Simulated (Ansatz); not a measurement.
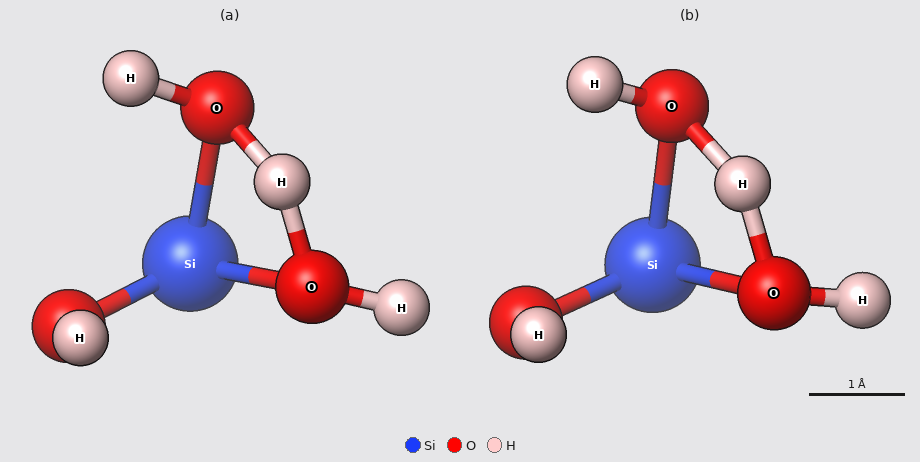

The structure of SiH4O3 before (left) and after (right) a saddle-point search, at one scale.

A ball-and-stick model, seen at a tilt.

All numbers below come from RKS revPBE-D4/def2-SVP in Ansatz.

Input file:
```yaml
crystal:
  periodic: [false, false, false]
  atoms:
    - {symbol: Si, position_ang: [-0.603945, -0.305489, 0.943606]}
    - {symbol: O, position_ang: [0.157387, -1.017280, -0.592849]}
    - {symbol: H, position_ang: [-0.281175, -0.011496, -0.976320]}
    - {symbol: O, position_ang: [0.757602, 0.348126, 1.595048]}
    - {symbol: O, position_ang: [-0.975957, 0.835520, -0.526409]}
    - {symbol: H, position_ang: [-0.128193, -1.864240, -1.001543]}
    - {symbol: H, position_ang: [1.479349, 0.416486, 1.016056]}
    - {symbol: H, position_ang: [-0.548799, 1.793385, -0.341886]}
basis:
  gaussian: {orbitals: def2-SVP}
hamiltonian: {xc: {name: revPBE}, dispersion: d4}
saddle:
  f_tol: 0.1
  max_steps: 40
  mode_guess:
    - [-0.1522, 0.3795, 0.0311]
    - [0.0125, 0.1210, -0.2633]
    - [0.3068, -0.7265, -0.0841]
    - [0.0369, 0.0097, 0.0404]
    - [-0.0482, 0.0467, 0.2457]
    - [-0.0469, 0.0689, -0.1046]
    - [-0.0108, 0.0205, 0.0077]
    - [-0.0980, 0.0802, 0.1272]
```

Launched with:
```bash
ansatz run in.yaml --threads 2 --pin off --events-out ev --progress --plain --max-ram 4352MiB
```

> What changed between the two?

After 8 geometry steps the energy has fallen by 10.9 kcal/mol. The largest force component goes from 4.2 to 0.019 eV/Å. The largest move after the best rigid fit is that of O2, 0.10 Å. Largest moves by element: O 0.10 Å, Si 0.09 Å, H 0.08 Å. Near-neighbour distances that change, for instance: Si1–O2 1.857 → 1.978 Å, O5–H8 1.065 → 0.980 Å, H3–O5 1.184 → 1.260 Å, Si1–O4 1.645 → 1.703 Å. Among the angles between lasting bonds that change: Si1–O2–H6 123.7° → 113.9°, H3–O2–H6 119.9° → 111.0°, O4–Si1–O5 103.3° → 97.7°.
